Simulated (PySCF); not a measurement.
```xyz
15

F    -0.9561   -2.0599   -0.5176
C    -1.3728   -1.1601    0.4501
C    -0.8266    0.1868    0.1735
C    -1.4158    1.4277    0.1439
N    -0.4829    2.3960   -0.1014
C     0.6483    1.7571   -0.2331
N     0.5219    0.4001   -0.0670
Si    1.7942   -0.8213   -0.3516
H    -2.4726   -1.1221    0.4603
H    -1.0266   -1.5545    1.4221
H    -2.4684    1.6655    0.2987
H     1.6123    2.2180   -0.4542
H     3.0686   -0.0633   -0.2165
H     1.6842   -1.4070   -1.7126
H     1.6894   -1.8676    0.6985
```

Geometry: PBE0-D3(BJ)/def2-SVP.

Method: CAM-B3LYP/def2-SVPD, SCF density, gas phase (PySCF 2.14.0).

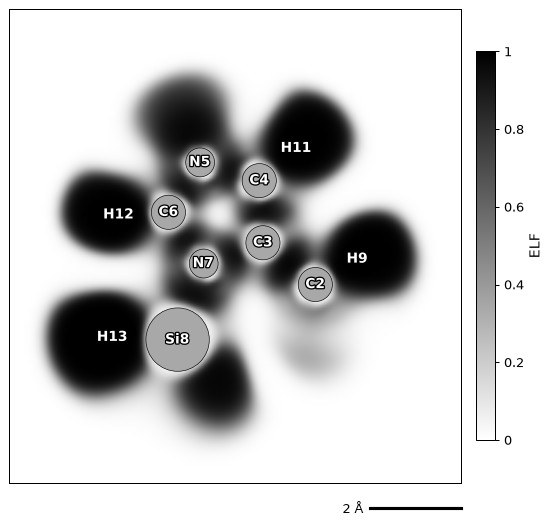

C4H7FN2Si (SMILES FCc1cncn1[SiH3]). Electron localisation function on the plane of atoms C4, C3 and N7. Grey discs cover the atomic cores.

Read the bonding off the picture.

Answer.
- The section cuts through C, N, Si and H sites.
- C–N (1.31 Å): the ELF peaks at about 0.90 between the atoms: a covalent bond.
- C–C (1.37 Å): the ELF peaks at about 0.95 between the atoms (a covalent bond).
- Si–N (1.79 Å): the ELF peaks at about 0.95 between the atoms (a shared but strongly polarised pair).
- C–H (1.09 Å): the ELF climbs to about 1 towards the hydrogen, as it does in any bond to H (a covalent bond by its length).
- C–N (1.37 Å): the ELF peaks at about 0.90 between the atoms; localised, covalent bonding.
- The ELF also peaks beside N5, away from the bonds: lone-pair regions.
